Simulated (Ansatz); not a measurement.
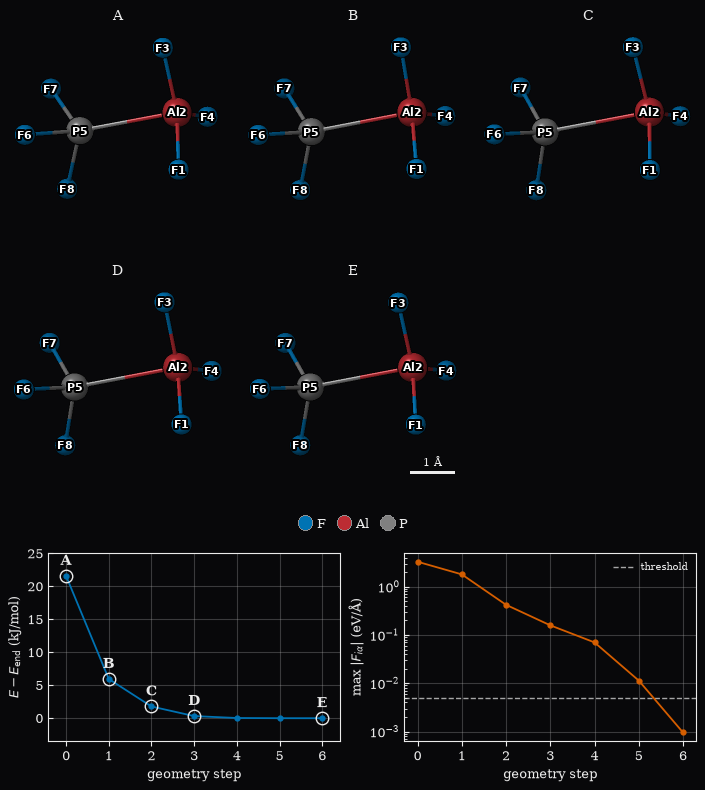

Frames of a relaxation of AlPF$_{6}$, marked on the history of the run. A ball-and-stick model, seen at a tilt.

The start comes from GFN2-xTB.

Method: RKS PBE0-D4/def2-TZVP (Ansatz 0.2.0).

The input:
```yaml
crystal:
  periodic: [false, false, false]
  atoms:
    - {symbol: F, position_ang: [-0.113950, -1.772180, 1.435600]}
    - {symbol: Al, position_ang: [0.846080, -1.146420, 0.268070]}
    - {symbol: F, position_ang: [2.178440, -0.298380, 0.693830]}
    - {symbol: F, position_ang: [0.722210, -1.720480, -1.259280]}
    - {symbol: P, position_ang: [-0.547130, 0.764100, -0.161580]}
    - {symbol: F, position_ang: [-0.921410, 1.806920, 0.948960]}
    - {symbol: F, position_ang: [-0.152090, 1.821970, -1.249970]}
    - {symbol: F, position_ang: [-2.012150, 0.544470, -0.675610]}
basis:
  gaussian: {orbitals: def2-TZVP}
hamiltonian: {xc: pbe0, dispersion: d4}
relax: {f_tol: 0.005, max_steps: 150}
```

Launched with:
```bash
ansatz run in.yaml --threads 4 --pin off --events-out ev --progress --plain --max-ram 11315MiB
```

### Describe the path.

Over 6 geometry steps the energy falls by 21.6 kJ/mol. Largest force component: 3.3 eV/Å at the start, 0.00096 eV/Å at the end. P5 moves most after the best rigid fit: 0.12 Å. By element the largest moves are P 0.12 Å, F 0.09 Å, Al 0.01 Å. Near-neighbour distances that change, for instance: Al2–P5 2.403 → 2.537 Å, P5–F6 1.569 → 1.541 Å, Al2–F3 1.636 → 1.645 Å. Bond angles that change, for instance: Al2–P5–F6 122.7° → 117.2°, F6–P5–F7 95.9° → 100.8°, Al2–P5–F7 120.9° → 117.2°. The run took 15 s on 4 threads of AMD EPYC 9R45 96-Core, with other jobs on the host. From step 0 to 1: P5 moves most (0.09 Å), energy −15.6 kJ/mol. From step 1 to 2: F3 moves most (0.07 Å), energy −4.17 kJ/mol. From step 2 to 3: Al and F atoms move most (0.04 Å), energy −1.45 kJ/mol. From step 3 to 6: F3 moves most (0.03 Å), energy −0.32 kJ/mol.
